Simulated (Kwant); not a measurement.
Model system: Aharonov-Bohm ring in a GaAs two-dimensional gas. Effective mass 0.067 mₑ, grid spacing 5 nm, hard walls, nominal width 60 nm (11 grid rows, so walls 60 nm apart), one parabolic valley, scattering region 370 nm long along x; energies count from the band bottom; Fermi energy 0.0068 eV. Ring of mean radius 86 nm, arms as wide as the leads. Perpendicular field swept from 0 to 0.57 T, none in the leads; orbital effect alone.

The device is made up for the run: typed textbook-type constants, with dimensions and the other settings drawn at random.

Computed with Kwant: effective-mass tight-binding model on a square grid, one spin, coherent transport at 0 K. Conductance is in e²/h.

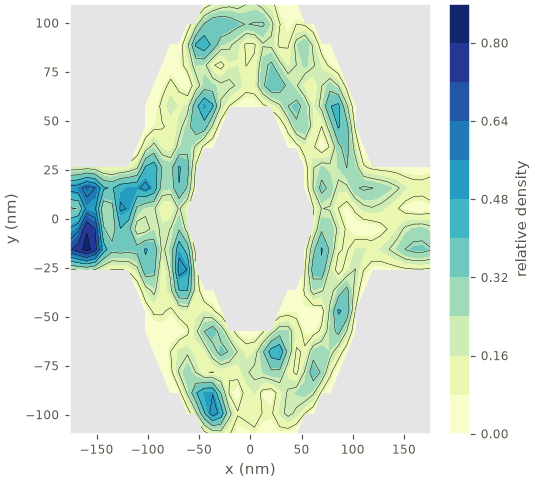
Density of the scattering states that come in from the left lead, at field = 0.1409 T, in bins, relative to the largest site value

The conductance there is 0.86 e²/h with 2 open channel(s) in the leads.
